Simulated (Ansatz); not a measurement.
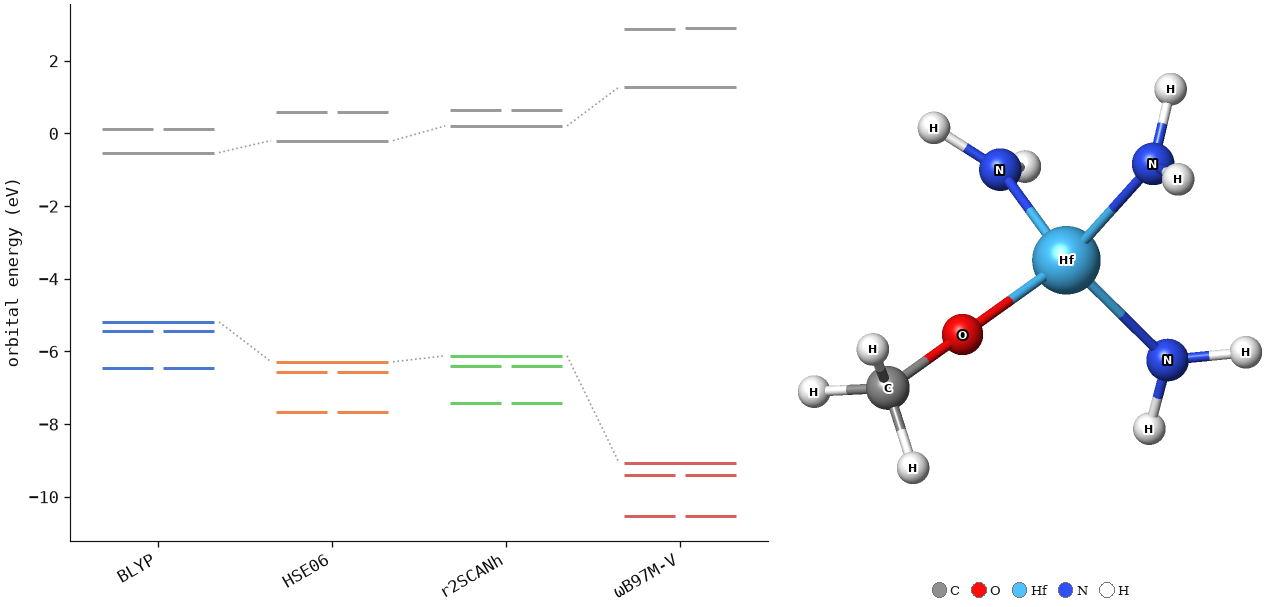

Frontier orbital energies of CH₉HfN₃O, SMILES C[O][Hf]([NH2])([NH2])[NH2], singlet at one geometry, def2-TZVPP, the Ansatz code, at a PBE0-D4/def2-TZVP geometry (a minimum by its frequencies). Empty levels are grey, levels within 0.1 eV stand side by side; all columns show the same few orbitals around the gap. Dotted lines join the HOMOs and the LUMOs.

### Compare the HOMO-LUMO separations.

The separation grows from 4.66 eV (BLYP) to 10.36 eV (ωB97M-V).

| level | HOMO (eV) | LUMO (eV) | separation (eV) |
| --- | --- | --- | --- |
| BLYP | −5.19 | −0.53 | 4.66 |
| HSE06 | −6.28 | −0.19 | 6.09 |
| r2SCANh | −6.12 | 0.21 | 6.33 |
| ωB97M-V | −9.07 | 1.29 | 10.36 |

Limits of at least one run: core potentials past krypton; empty levels above zero depend strongly on the basis; one conformer of a flexible molecule; spin-orbit coupling is left out, and with Hf it can shift these levels and split any degenerate set.
